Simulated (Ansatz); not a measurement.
BClH2O2

```xyz
6

O     0.1578    1.0254   -0.4421
B    -0.1280   -0.2276   -0.0073
O     0.6092   -0.8139    0.9581
Cl   -1.4814   -1.1414   -0.6917
H    -0.4344    1.3365   -1.1300
H     1.3190   -0.2430    1.2670
```

Geometry: PBE0-D4/def2-TZVP.

Level of theory: Ansatz, RKS PBE0-D4/def2-TZVPP.

### Predict the electron density and electron localisation function between the atoms.

B–O (1.35 Å): ρ is about 2.2 e/Å³ halfway; the ELF peaks at about 0.90 between the atoms, as expected for a short, strongly polar bond.
B–Cl (1.77 Å): the density is about 1.3 e/Å³ at the midpoint; the ELF peaks at about 0.90 between the atoms; a shared but strongly polarised pair.
O–H (0.96 Å): ρ is about 3.8 e/Å³ halfway; the ELF climbs to about 1 towards the hydrogen, as it does in any bond to H (a covalent bond by its length).

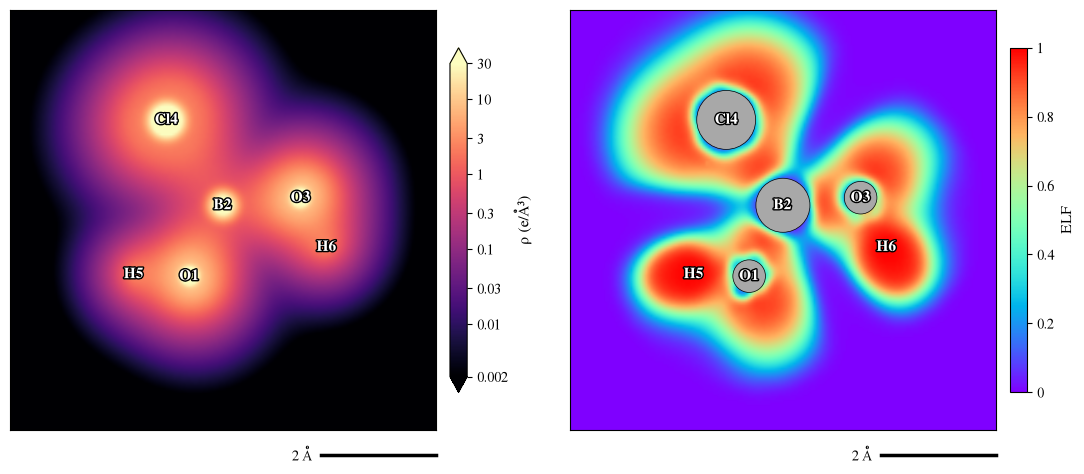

Computed electron density and electron localisation function on the molecular plane, in this order. Grey discs cover the atomic cores in the ELF map. 
